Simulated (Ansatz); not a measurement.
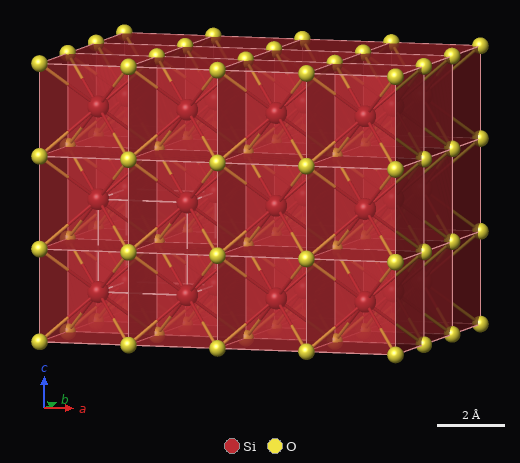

Starting structure of a crystal of SiO (a generated structure, set up in Pm-3m). The picture is a polyhedral view of the cell of the calculation, repeated 3 × 2 × 2 with one cell outlined, seen slightly off an axis.

The run lets cell and atoms move.

Theory: Kohn-Sham DFT of a periodic cell, PBEsol, Ansatz PAW in Ansatz 0.2.0.

Input
```yaml
crystal:
  lattice:
    - [2.80697, 0.0, 0.0]
    - [0.0, 2.80697, 0.0]
    - [0.0, 0.0, 2.80697]
  atoms:
    - { symbol: Si, position: [0.0, 0.0, 0.0] }
    - { symbol: O, position: [0.5, 0.5, 0.5] }
hamiltonian:
  xc: pbesol
  pseudopotentials: { kind: paw }
kpoints:
  mp_grid: { grid: [9, 9, 9] }
scf:
  occupations: { method: fermi_dirac, width: 0.05 }
output:
  forces: true
  stress: true
  eigenvalues: true
  write_density: true
  write_potential: true
  elf: true
  volumetric_format: npy
relax:
  f_tol: 0.01
  max_steps: 40
  cell: { stress_tol: 0.05 }
```

Command:
```bash
ansatz run input.yaml --threads 2 --pin off --max-ram 5632MiB --backend cpu --events-out ev --progress --plain --runs-dir out
```

> Predict the outcome.

After 3 accepted moves (5 points after the start) the energy has fallen by 12.2 meV per cell of the calculation. All forces vanish by symmetry, so only the cell relaxes. Pressure: −4.84 GPa at the start and 0.00 GPa at the end. The SCF was repeated twice at an unchanged geometry on a basis and grid sized afresh for the cell, which shifted the energy by 2.5 meV per cell of the calculation at most. No atom moves by more than 0.005 Å relative to the cell. The volume changes by −3.6 %, with a = b = c 2.807 → 2.773 Å (−1.2 %). Near-neighbour distances that change, for instance: O–Si 2.431 → 2.401 Å. The space group stays Pm-3m (No. 221). The run took 3.1 s on 2 threads of Intel(R) Xeon(R) Processor @ 2.70GHz, on a shared host, peak memory 0.31 GiB.

Step by step:

```
step  E − E(0), meV/atom  pressure, GPa  volume, Å³/atom                      note
   0                0.00          -4.84           11.058                          
   1               -7.01          -0.68           10.727                          
   2               -7.32           0.02           10.675                          
   3               -6.06          -0.19           10.675  same geometry, new basis
   4               -6.12           0.00           10.661                          
   5               -6.11           0.00           10.661  same geometry, new basis
```

After the run, drawn alike:

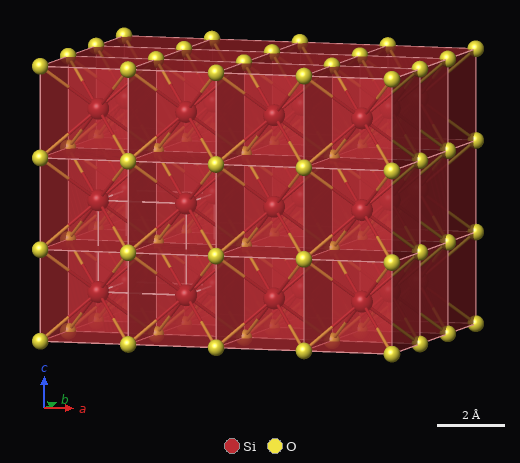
